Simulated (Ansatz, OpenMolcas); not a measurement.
NH3 (ammonia): methods side by side

NH3 has 4 atoms, charge 0, and is taken as a singlet. SMILES: `N`. Geometry: relaxed at PBE0-D4/def2-TZVP.

Quantity: the vertical ionisation energy, in eV. The values are calculated.

**What was measured.** NIST CCCBDB gives the vertical ionisation energy of the gas as 10.82 eV.

| level | kind | program | value (eV) | computed − measured | CPU time (all runs) |
| --- | --- | --- | --- | --- | --- |
| HF/STO-3G | Hartree–Fock | OpenMolcas | 7.62 | -3.20 | 3.1 s |
| HF/STO-3G, open shells restricted | Hartree–Fock | OpenMolcas | 7.68 | -3.14 | 3.5 s |
| SVWN5/STO-3G | LDA | OpenMolcas | 8.88 | -1.94 | 5.6 s |
| PBE/STO-3G | GGA | OpenMolcas | 8.87 | -1.95 | 6.1 s |
| PBE/aug-pcseg-0 | GGA | Ansatz | 10.88 | +0.06 | 0.62 s |
| PBE/aug-pcseg-1 | GGA | Ansatz | 10.97 | +0.15 | 1.1 s |
| PBE/aug-pcseg-2 | GGA | Ansatz | 10.94 | +0.12 | 2.2 s |
| PBE/aug-pcseg-3 | GGA | Ansatz | 10.93 | +0.11 | 5.7 s |
| r2SCAN/STO-3G | meta-GGA | OpenMolcas | 8.81 | -2.01 | 7.5 s |
| B3LYP/STO-3G | global hybrid | OpenMolcas | 9.00 | -1.82 | 6.6 s |

Nearest: PBE/aug-pcseg-0 (+0.06 eV); farthest: HF/STO-3G (-3.20 eV). CPU times are rough (shared hosts, several kinds of processor): they show what a rung costs within a factor of a few.

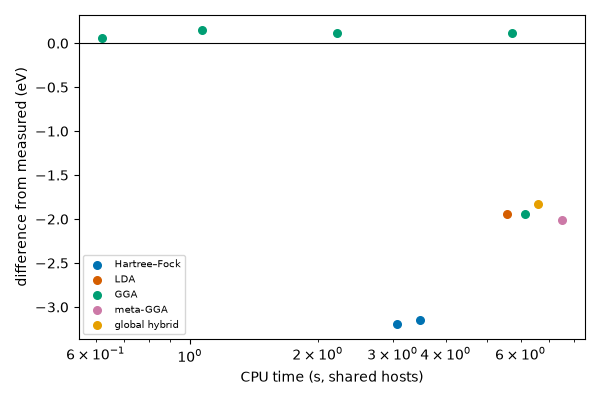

Difference from the measured value against processor time, one point a level.
